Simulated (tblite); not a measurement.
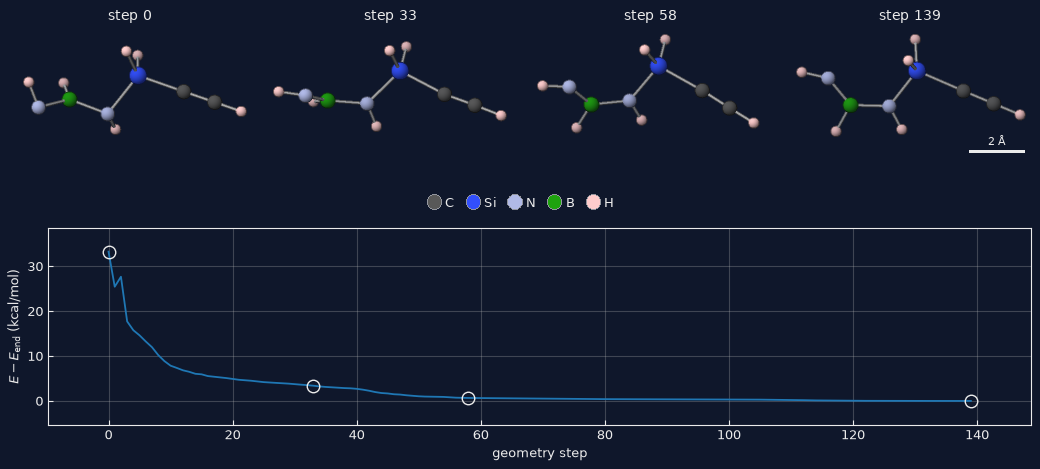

Frames of a relaxation of C₂H₆BN₂Si (multiplicity 2), marked on the history of the run. Style: ball-and-stick. Shown at a tilt.

These are results of GFN2-xTB geometry optimisation, gas phase in tblite, not measurements. 

**What happens along the run?**

The atom that moves furthest after the best rigid fit is an H atom (1.88 Å). Largest moves by element: H 1.88 Å, N 1.25 Å, C 0.36 Å, Si 0.36 Å, B 0.22 Å. Some distances before and after: B–N 1.517 → 1.334 Å, B–N 1.521 → 1.425 Å, N–Si 1.796 → 1.734 Å, C–Si 1.801 → 1.856 Å. Among the angles between lasting bonds that change: B–N–H 106.7° → 138.5°, Si–N–B 108.1° → 126.1°, Si–N–H 107.9° → 117.0°. Groups turn about B–N by about 55°. The energy falls by 33.3 kcal/mol in 139 geometry steps. From step 0 to 33: an H atom moves most (0.78 Å), energy −29.9 kcal/mol. From step 33 to 58: an H atom moves most (1.02 Å), energy −2.73 kcal/mol. From step 58 to 139: an H atom moves most (0.90 Å), energy −0.67 kcal/mol.

| step | E − E(0), kcal/mol |
| --- | --- |
| 0 | 0.00 |
| 1 | -7.82 |
| 2 | -5.59 |
| 3 | -15.55 |
| 4 | -17.52 |
| 5 | -18.65 |
| 6 | -20.02 |
| 7 | -21.29 |
| 8 | -23.03 |
| 9 | -24.38 |
| 10 | -25.41 |
| 17 | -27.89 |
| 24 | -28.93 |
| 30 | -29.53 |
| 37 | -30.34 |
| 44 | -31.50 |
| 51 | -32.29 |
| 58 | -32.60 |
| 64 | -32.69 |
| 71 | -32.76 |
| 78 | -32.85 |
| 85 | -32.88 |
| 91 | -32.91 |
| 98 | -32.94 |
| 105 | -32.98 |
| 112 | -33.10 |
| 119 | -33.22 |
| 125 | -33.25 |
| 132 | -33.26 |
| 139 | -33.27 |
